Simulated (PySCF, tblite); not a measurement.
**C6H14O2Si: geometry, infrared bands and NMR shifts**

What infrared bands and NMR shifts should C6H14O2Si (`C=C[C@H](C)[Si](O)(O)CC`) show?

Programs: tblite 0.8.0 and PySCF 2.14.0, with density-fitted response routines of our own. Each step states its level of theory. These are calculated values for one molecule in the gas phase, unless marked as measured. Atoms count from 0, in the outputs and in this text.

## 1. The starting structure

23 atoms, charge 0, multiplicity 1; geometry from: force field or distance geometry start.

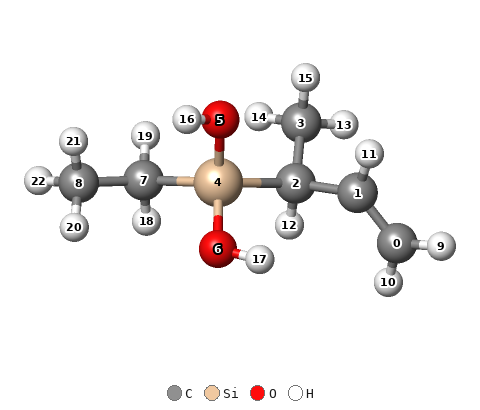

The starting geometry (carbon grey, silicon light orange, oxygen red, hydrogen white), atoms numbered; sticks join atoms by distance.

## 2. Optimising the geometry with GFN2-xTB

What the job is given:

```
{"job": {"kind": "relax", "xc": "GFN2-xTB", "basis": "xTB"}, "charge": 0, "multiplicity": 1}
C     -3.256400     0.832900    -0.756700
C     -2.322300     0.647000     0.161400
C     -1.190500    -0.378100     0.044800
C     -1.309200    -1.413800     1.147600
Si     0.560300     0.509600     0.018800
O      0.839700     1.297000     1.449000
O      0.577300     1.695400    -1.168200
C      1.887600    -0.799700    -0.322300
C      3.309700    -0.279600    -0.445800
H     -4.053800     1.569600    -0.597900
H     -3.291000     0.262800    -1.680600
H     -2.352600     1.230500     1.088700
H     -1.276000    -0.887100    -0.915600
H     -2.282300    -1.916100     1.128700
H     -0.548400    -2.190800     1.047600
H     -1.187500    -0.972200     2.161500
H      1.630300     1.872400     1.463800
H     -0.226400     2.234600    -1.200800
H      1.614500    -1.322600    -1.247000
H      1.850600    -1.543300     0.486200
H      3.393600     0.447700    -1.265100
H      3.624400     0.224800     0.475600
H      4.003500    -1.094000    -0.628800
```

On the command line:

```bash
$ OMP_NUM_THREADS=1 python probes_run.py task.json out
```

One launch serves the whole session: the jobs run in the order shown.

**Question.** This job is followed by: GFN2-xTB harmonic vibrations, gas phase; GIAO PBE0/pcSseg-1 NMR shielding, non-relativistic, gas phase. Predict these results of the whole session: strongest single infrared mode (GFN2-xTB); zero-point energy (GFN2-xTB); 13C shifts against TMS (PBE0/pcSseg-1); 1H shifts against TMS (PBE0/pcSseg-1, means over atoms taken as alike); 29Si shifts against TMS (PBE0/pcSseg-1); 17O shifts against H2O (PBE0/pcSseg-1).

**Answer**, as computed:

```
                                                              quantity                                                           value
                             strongest single infrared mode (GFN2-xTB)                                            831 cm⁻¹, 407 km/mol
                                          zero-point energy (GFN2-xTB)                                                  119.3 kcal/mol
                                13C shifts against TMS (PBE0/pcSseg-1)                          153.6, 114.7, 34.6, 15.8, 8.9, 8.1 ppm
1H shifts against TMS (PBE0/pcSseg-1, means over atoms taken as alike)  6.22, 5.13, 5.13, 2.94, 2.15, 1.46, 1.23, 1.10, 0.60, 0.39 ppm
                               29Si shifts against TMS (PBE0/pcSseg-1)                                                       -19.2 ppm
                                17O shifts against H2O (PBE0/pcSseg-1)                                                  51.8, 51.0 ppm
```

What this shows: Over 110 steps the energy fell by 0.228 eV; of the close pairs, C2–Si4 changed most, 1.963 to 1.915 Å. All 63 modes are real, so the xTB geometry is a minimum. The strongest single mode, at 831 cm⁻¹, is spread over several atoms, H17, H16, Si4, O6 among them. GFN2-xTB is a fitted tight-binding method: band positions and strengths are rough. Its intensities can rank the bands wrongly. The most deshielded carbon is C1 (alkene CH), at 153.6 ppm: an sp2 carbon of a C=C bond. The most deshielded hydrogen is H11 (hydrogen on an alkene CH), at 6.22 ppm: olefinic region. At PBE0/pcSseg-1: The largest span, 239 ppm, is at C1, where the paramagnetic term is -226 ppm.
